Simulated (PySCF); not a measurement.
Molecule: SMILES B[SiH2][Si](C)(C)C (C₃H₁₃BSi₂). Atoms near the plane z = 1.5 Å, at the GFN2-xTB optimised geometry (x, y, z in Å): B1 (2.5, 0.2, 1.7), Si2 (1.9, -0.5, 0.0), Si3 (-0.5, -0.5, 0.0), C4 (-1.2, 1.3, 0.0), C5 (-1.2, -1.3, 1.6), H7 (2.6, 1.4, 1.8), H8 (2.7, -0.5, 2.6), H11 (-0.9, 1.9, 0.9), H12 (-2.3, 1.3, 0.0), H14 (-0.9, -0.8, 2.5), H15 (-2.3, -1.4, 1.6), H16 (-0.8, -2.4, 1.6).

Computed with CAM-B3LYP/def2-SVP (PySCF 2.14.0). Cells within 0.4 Å of a nucleus heavier than hydrogen are left out (blank, or x). The values are rescaled to run from 0 to 1.

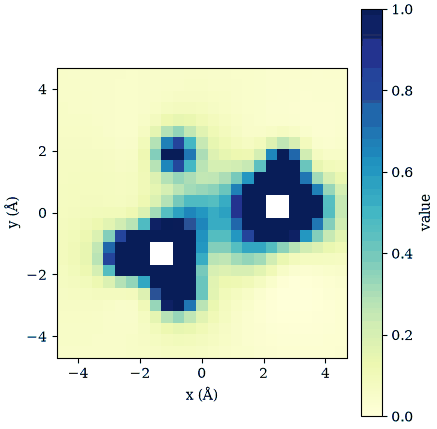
Figure. a field on the plane z = 1.5 Å.

Task: Which quantity is mapped?
A. electron localisation function
B. an orbital amplitude
C. electrostatic potential
D. Laplacian of the electron density

Result: C, electrostatic potential. In full: electrostatic potential (hartree/e), clipped to [-0.08, 0.12].
